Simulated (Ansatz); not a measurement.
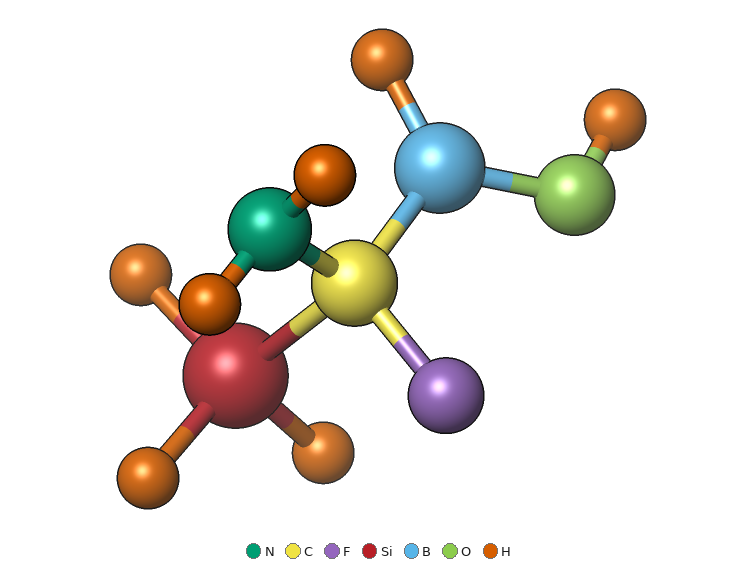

Computed geometry: PBE-D4/def2-SVP optimisation. No frequency run is at hand to confirm it as a minimum.

Draw it as a skeletal formula.

SMILES: N[C@@](F)([SiH3])BO

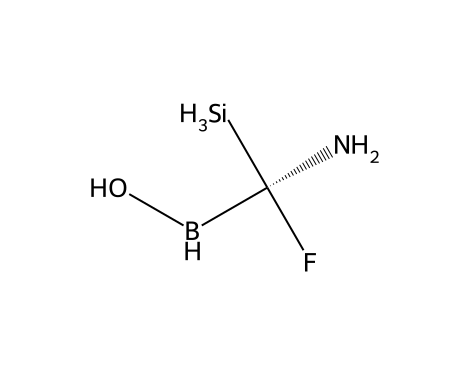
